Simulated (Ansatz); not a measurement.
Rhombohedral A7 Sb, treated with PBE+SOC in Ansatz (plane waves, PAW).

Run with plane-wave cutoff 520 eV, 16×16×16 k mesh, Fermi–Dirac smearing 0.05 eV, PAW data made under PBE.

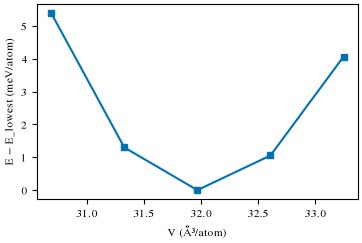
Fig. 1. Total energy against volume

Q: From the curve, estimate the equilibrium volume and the bulk modulus.

A: V0 ≈ 32.0 Å³/atom and B0 ≈ 29 GPa; the fit gives V0 = 31.984 Å³/atom, B0 = 29.3 GPa, B′ = 7.9.

Shape and atoms are relaxed at each volume.

Measured, for comparison: bulk modulus 39.5 GPa (copied from a table, unchecked, extrapolated to 0 K and zero-point effects removed; as tabulated in Lejaeghere et al. (2013), arXiv:1204.2733). Computed (rounded) less measured: bulk modulus not scored (unchecked).

Note: for a layered or molecular solid the relaxed cell lies over 5 % above the published volume, where the minimum can be shallow; the cell comes from a level without a dispersion term, which matters for the spacing of layers, chains or molecules; the bulk modulus comes from volumes at which shape and atoms were relaxed.

Static lattice: no zero-point or thermal effects.

It cost about 2.3 core-hours (a rough figure) of CPU time.

Ansatz is an electronic-structure program.
